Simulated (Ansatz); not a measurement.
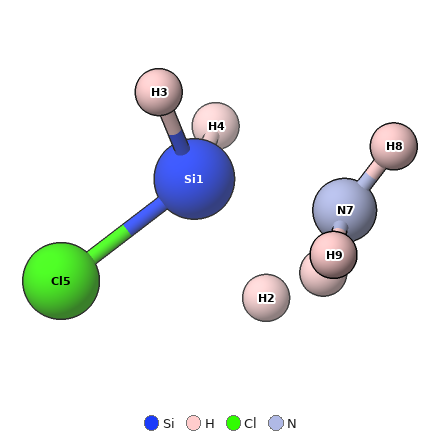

The system is the reacting system ClH6NSi (fragments ClH₂Si + H₂ + H₂N where the first distance is long, ClH₄NSi + H₂ where the second is long); the picture shows the reference structure. 
- The first coordinate is: distance Si1–N7 (bond that forms); the second: distance H6–N7 (bond that breaks).
- Relaxed at each point: all other coordinates.
- Grid: 8 × 8 points. At 1 point there is no value.
- Points are written as (first, second).
- All energies are given in eV relative to a guessed transition structure relaxed with its forming and breaking bonds held.
- Energies and slopes of some neighbouring points disagree (a jump in structure or state, or too coarse a mesh). The reference is spin-restricted, so regions where a bond is pulled apart into radicals lie too high.
- Computed with RKS r2SCAN-D4/def2-SVP (Ansatz).

Its coordinates:

| atom | x (Å) | y (Å) | z (Å) |
| --- | --- | --- | --- |
| Si | -0.8690 | -0.0772 | -0.1032 |
| H | -0.0154 | 1.2989 | 0.8463 |
| H | -1.1314 | -1.2306 | -1.0227 |
| H | -1.4875 | -0.4216 | 1.2017 |
| Cl | -1.7442 | 1.4515 | -1.2224 |
| H | 0.7512 | 0.6911 | 0.7441 |
| N | 1.2254 | -0.3692 | 0.0632 |
| H | 1.5743 | -1.3098 | 0.2743 |
| H | 1.6966 | -0.0330 | -0.7814 |

Range: distance Si1–N7 (bond that forms) from 1.638 to 2.838 Å; distance H6–N7 (bond that breaks) from 0.918 to 2.418 Å.

Q: Predict the map.

A: The lowest grid point is at (1.743 Å, 2.418 Å), −2.25 eV from a guessed transition structure relaxed with its forming and breaking bonds held. It lies in a valley that leaves the map towards separated partners. The energy also falls towards the edge at (1.638 Å, 0.918 Å) (1.06 eV above the lowest) and (1.889 Å, 0.918 Å) (1.17 eV above the lowest), where a further well may lie outside the range. The highest grid point, (2.838 Å, 1.050 Å), lies 4.27 eV above the lowest.

```csv
"second ↓, first →",1.638,1.743,1.889,2.054,2.234,2.426,2.628,2.838
2.418,−2.15,−2.25,−1.98,−1.42,−0.73,−0.02,0.66,1.27
2.155,−2.09,−2.20,−1.94,−1.39,−0.71,0.00,0.67,1.28
1.903,−1.95,−2.07,−1.83,−1.30,−0.64,0.06,0.72,1.31
1.663,−1.65,−1.80,−1.59,−1.09,−0.46,0.20,0.82,1.38
1.438,−1.12,−1.31,−1.15,−0.71,−0.14,0.45,1.01,1.52
1.231,−0.32,−0.57,−0.48,−0.13,0.34,0.83,1.29,1.71
1.050,0.70,0.38,0.37,0.62,0.98,1.35,1.70,2.02
0.918,−1.19,−0.76,−1.08,1.58,1.84,–,1.01,1.62
```

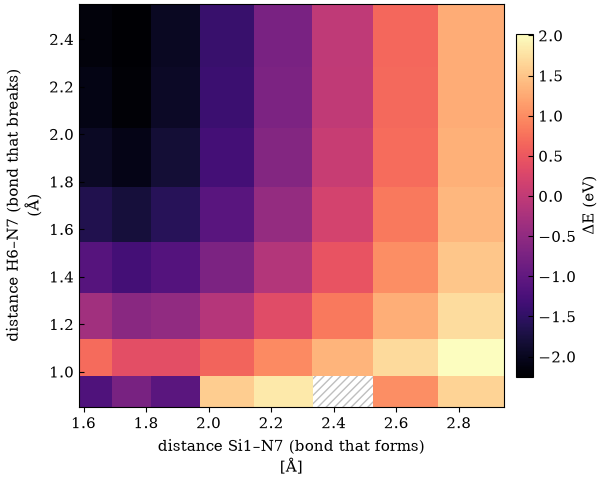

Drawn: one coloured cell a grid point, hatched blanks where no value was computed.

Each point was launched as `ansatz run input.yaml --threads 1 --pin off --max-ram 2560MiB --backend cpu --events-out ev --progress --plain --runs-dir out`. The whole map (63 points run) took 20 min on 1 thread of Intel(R) Xeon(R) 6975P-C (Granite Rapids), on a shared host.
